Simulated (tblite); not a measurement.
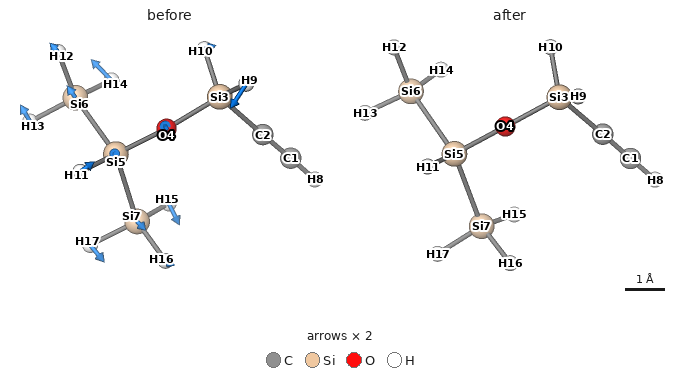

The structure of C₂H₁₀OSi₄ before (left) and after (right) a relaxation, at one scale. The blue arrows give the displacements, 2 times their true length.

A ball-and-stick model, seen at a tilt.

Computed with tblite 0.8.0, GFN2-xTB geometry optimisation, gas phase. 

> What changed between the two?

Over 69 geometry steps the energy falls by 31.9 kJ/mol. The atom that moves furthest after the best rigid fit is H9 (0.40 Å). Largest moves by element: H 0.40 Å, O 0.32 Å, Si 0.22 Å, C 0.01 Å. Some distances before and after: Si3–O4 1.668 → 1.616 Å, C2–Si3 1.881 → 1.854 Å, Si6–H12 1.492 → 1.469 Å, Si3–H9 1.479 → 1.461 Å. Bond angles that change, for instance: Si6–Si5–Si7 103.3° → 119.3°, Si3–O4–Si5 141.6° → 154.9°, O4–Si5–H11 108.9° → 99.4°.
